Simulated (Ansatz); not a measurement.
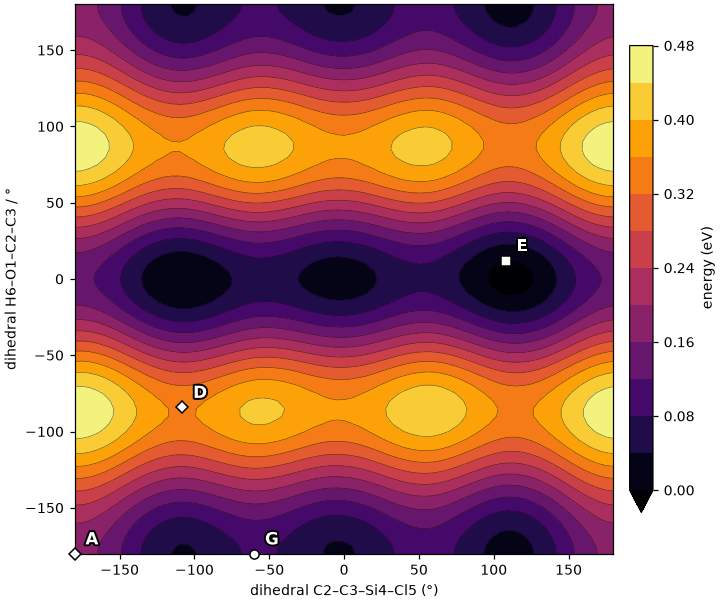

C₂H₅ClOSi, SMILES OC=C[SiH2]Cl. 
- First axis: dihedral C2–C3–Si4–Cl5. Second axis: dihedral H6–O1–C2–C3.
- Nothing is relaxed (all other coordinates rigid).
- The grid has 15 × 15 points.
- Points are written as (first, second).
- Energies: eV, counted from the lowest grid point.
- Computed with RKS r2SCAN-D4/def2-SVP in Ansatz 0.2.0.

Drawn: filled contours, lettered points. Between grid points the surface is interpolated.

Q: Is A the lowest point of the computed grid?

A: No. A lies 0.172 eV above the lowest grid point, which is at (108°, 12°).

Q: Rank the lettered points by energy, lowest first.

A: E (0.000 eV), G (0.086 eV), A (0.172 eV), D (0.354 eV).

Q: What kind of point is each of A, D, E, G: minimum, saddle, maximum or slope?

A: A: saddle point; D: saddle point; E: minimum; G: saddle point. (In these two coordinates alone; a stationary point may lie a little off the grid point.)
